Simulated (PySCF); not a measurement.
```
atom    x (Å)    y (Å)    z (Å)
   C   3.5185  -0.3856  -1.1781
   C   2.6535  -0.3795  -0.3450
  Si   1.3224  -0.3495   0.9751
   N  -0.1079   0.3604   0.3231
   B  -1.2496  -0.2528  -0.2681
   N  -2.2477   0.5372  -0.8335
   H   1.0521  -1.7260   1.3841
   H   1.7933   0.5401   2.0462
   H  -0.0939   1.3692   0.2645
   H  -1.3552  -1.4171  -0.2592
   H  -3.0769   0.1613  -1.2566
   H  -2.2073   1.5417  -0.8786
```

Geometry: GFN2-xTB.

These are results of UKS B3LYP, pcH-1 on B C H N Si, non-relativistic, mean-field spin-orbit, GIAO in PySCF, not measurements.

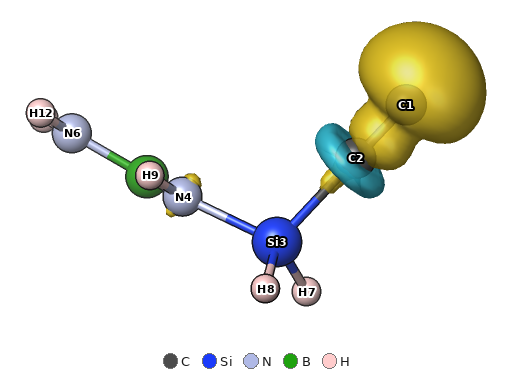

C$_{2}$H$_{6}$BN$_{2}$Si (SMILES [C]#C[SiH2]NBN) (doublet). Isosurfaces of the spin density (α minus β) at +0.04 (yellow) and −0.04 e/Å³ (cyan), seen at a tilt.

**Which atoms carry the spin?**

The unpaired spin (1 electron) lies mostly on C1 (about 1.0), in electrons by Hirshfeld's partition.
